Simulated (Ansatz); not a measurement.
# TaZn2B3: what a guessed cell relaxes into, part 2 of 2

The task: take a trial cell of TaZn2B3 to zero force and stress.

Ansatz 0.2.0; DFT PBE, scalar-relativistic, plane waves, PAW. Earlier steps stand in the parts before.

### Step 4. Relaxation on the finer mesh

The end of the coarse run is made exact in the group found at a tolerance of 0.06 Å and reduced to its primitive cell.

input.yaml

```yaml
crystal:
  lattice:
    - [3.5637645895, 0.0, 0.0]
    - [0.0, 3.5637645895, 0.0]
    - [0.0, 0.0, 7.665648628]
  atoms:
    - { symbol: Ta, position: [0.0, 0.0, 0.5] }
    - { symbol: Zn, position: [0.5, 0.5, 0.5] }
    - { symbol: Zn, position: [0.5, 0.5, 0.0] }
    - { symbol: B, position: [0.0, 0.0, 0.7935703387] }
    - { symbol: B, position: [0.0, 0.0, 0.2064296613] }
    - { symbol: B, position: [0.0, 0.0, 0.0] }
basis:
  ecutwfc: 420
kpoints:
  mp_grid: { grid: [10, 10, 6] }
hamiltonian:
  xc: pbe
scf:
  occupations: { method: gaussian, width: 0.1 }
output:
  forces: true
  stress: true
  eigenvalues: true
  write_density: true
  write_potential: true
  elf: true
  volumetric_format: npy
relax:
  adjacent_minimum: "off"
  f_tol: 0.01
  max_steps: 80
  cell: { stress_tol: 0.05 }
```

Started as:

```bash
$ ansatz run input.yaml --threads 1 --pin off --max-ram 2560MiB --backend cpu --events-out ev --progress --plain --runs-dir out
```

Log, shortened:

```text
Warning: RAYON_NUM_THREADS=1 ignored (pool sized by the plan → 1); use --threads N
[...]
Pseudopotentials: kind: paw
Pseudopotential: Ta, paw, valence charge 13, recommended cutoff 420 eV (normal), Ta.paw.azcp
Pseudopotential: Zn, paw, valence charge 12, recommended cutoff 420 eV (normal), Zn.paw.azcp
Pseudopotential: B, paw, valence charge 3, recommended cutoff 420 eV (normal), B.paw.azcp
Functional definition: PBE
[...]
Crystal: 6 atoms, lattice volume = 97.357 Å³
Basis set: ecut = 420 eV, 1885 PW (Γ), exchange–correlation on 48×48×108 points (8 copies of the dense FFT grid, shifted against one another)
Bands: 29, of which v1, the nominal top of the filled ones, is band 23 counted from 1 (22 counted from 0)
Symmetry: 16 space group operations
Space group: P4/mmm (ITA 123), of the structure as read, at distance tolerance 4.6e-5 Å
k-points: 84 of 600
[...]
       -0.000000      -0.000000      -0.022616
  P = ⅓ Tr σ = -0.0133 GPa (-0.133 kbar)
--- Band table (eV; the first three rows and the last of 84) ---
[... band rows left out ...]
[...]
--- Relaxed structure (3 steps of the walk, 3 accepted, 1 SCFs on fresh bases) ---
  F+E_penalty+E_count = -17031.20816713 eV   max|allowed force component| = 3.125e-3 eV/Å   (the final SCF, on the basis selected at the relaxed cell)
  cell:  # Å, volume = 97.7318 Å³
    - [3.5733068487823103, -1.3987232543898728e-34, 0.0]
    - [-1.491971471349198e-34, 3.5733068487823103, 0.0]
    - [0.0, 0.0, 7.65412311746398]
  atoms:
    - { symbol: Ta, position: [-3.612915817712091e-36, 1.8042589339213457e-36, 0.5] }
    - { symbol: Zn, position: [0.49999999999999994, 0.49999999999999994, 0.5] }
    - { symbol: Zn, position: [0.49999999999999994, 0.49999999999999994, 0.0] }
    - { symbol: B, position: [-2.240755458459295e-36, -3.2984624020499924e-39, 0.7937636618649553] }
    - { symbol: B, position: [-2.3067247065002947e-36, 1.649231201024996e-38, 0.20623633813504483] }
    - { symbol: B, position: [4.4089447440734896e-36, -8.87286386151448e-37, 0.0] }
```

Run time: 84 s. Hardware: 1 thread of Arm Neoverse V1, shared host; peak memory 0.49 GiB.

Step by step:

| step | E - E(step 1) (eV/cell) | largest force component (eV/Å) | pressure (GPa) | volume (Å³) |
| --- | --- | --- | --- | --- |
| 1 | 0.0000 | 0.0654 | 0.14 | 97.36 |
| 2 | -0.0009 | 0.0427 | -0.06 | 97.77 |
| 3 | -0.0010 | 0.0031 | -0.01 | 97.73 |
| 4 | -0.0012 | 0.0031 | -0.01 | 97.73 |

Step 1 is the start. Step 4 repeats the geometry before it on a plane-wave basis chosen anew for that cell, so its energy need not be comparable with the rows above.

|  | before | after | change |
| --- | --- | --- | --- |
| a (Å) | 3.564 | 3.573 | +0.3 % |
| b (Å) | 3.564 | 3.573 | +0.3 % |
| c (Å) | 7.666 | 7.654 | -0.2 % |
| volume (Å³/atom) | 16.23 | 16.29 | +0.4 % |
| shortest distance (Å) | 1.582 | 1.579 | -0.2 % |
| space group (0.01 Å) | P4/mmm | P4/mmm | same |

The run keeps the 16 symmetry operations of the start, so it could not have lowered the symmetry.

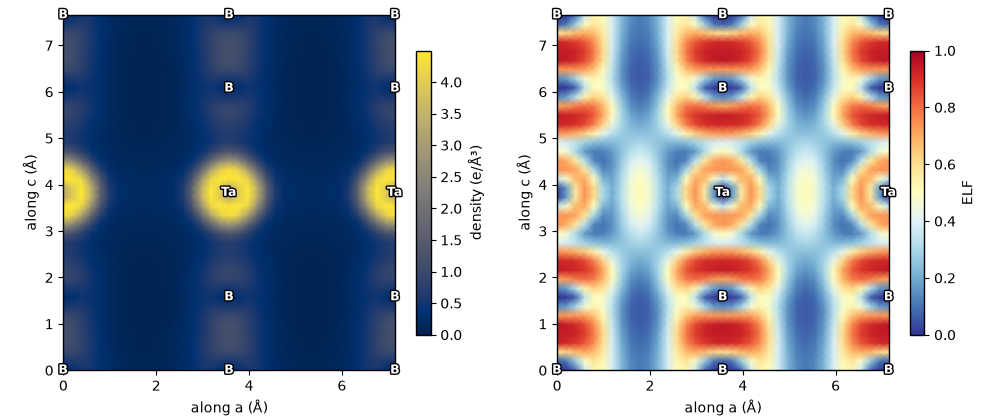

Density (left) and ELF (right) in a lattice plane of the grid's cell (edges 3.57 and 7.65 Å, at 0.000 of the third edge), which holds Ta and B. Only atoms in the plane are labelled. Both are smooth fields of the valence electrons: close to the nuclei they are not physical.

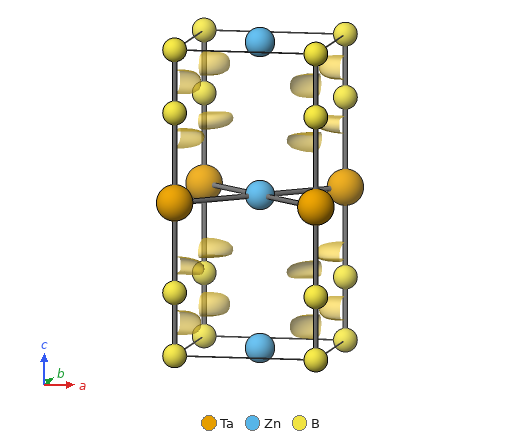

Surface of ELF = 0.85, drawn in one cell.

The highest ELF values outside the cores: 0.95 on the B–B line, 0.6 Å from B; 0.94 in the shell around B, 0.6 Å from B; 0.52 between the atoms, 1.8 Å from Ta.

### Step 5. What came out

The summary covers parts 1 to 2. Changes of volume or cell count from the first structure of part 1.

| quantity | value |
| --- | --- |
| symmetry at the end (tolerance 0.05 Å) | space group P4/mmm (No. 123) |
| conventional cell | a = 3.573 Å, b = 3.573 Å, c = 7.654 Å, α = 90.00°, β = 90.00°, γ = 90.00° |
| volume | 16.29 Å³/atom |
| energy over the elements | +1.14 eV/atom |
| gap on the mesh | none (metal) |

The space group P4/mmm (No. 123) is kept, and the volume per atom grows by 32.1 % from the first guess. The formation energy is positive, so the separate elements lie lower. No finished test with a distortion of lower symmetry is shown, so the end may be a saddle point. The runs treat Ta without spin-orbit coupling.
